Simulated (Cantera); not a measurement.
Feed: 1 mol c-C4F8, 0.18 mol CH4, 0.47 mol H2, at 0.00160 bar.

Equilibrium computed with Cantera from the NASA thermochemical tables; the gas is ideal and each condensed phase is pure. Candidate condensed phases: C, C6H6, C7H8, C8H18; 95 gas species. The feed counts by its element totals alone. Gases not in the tables: C2F6 and larger saturated fluorocarbons. Kinetics and transport are ignored.

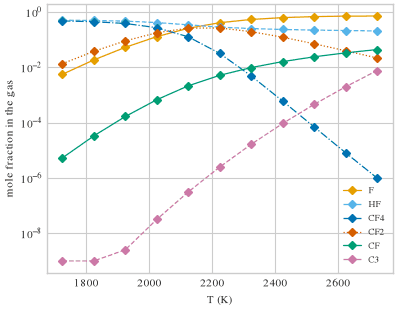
Figure. Equilibrium gas composition (values under 1e-9 drawn at 1e-9)

From 1725 K to 2725 K the condensed part is C(graphite). The main C-bearing gas is CF4 at 1725 K and CF at 2725 K. The share of C in condensed phases is highest at 2625 K (85.2 %) and lowest at 2125 K (54.0 %).
